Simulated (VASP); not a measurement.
Band structure of Ir (fcc). Computed with MS2 meta-GGA, VASP's PBE PAW potentials (set 64) (plane waves; VASP 6.6.1).

Unless said otherwise, spin-orbit coupling is left out, though it shifts the bands of the heavy elements here.

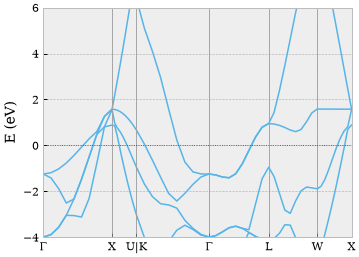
*Bands along high-symmetry lines, zero at the valence-band maximum or, without a gap, the Fermi level*

Question: Read the plot: is there a gap, and where are the band edges?

Answer: It has no gap at this level: it comes out as a metal or semimetal.

The compound is Ir in the fcc structure. It was relaxed first.
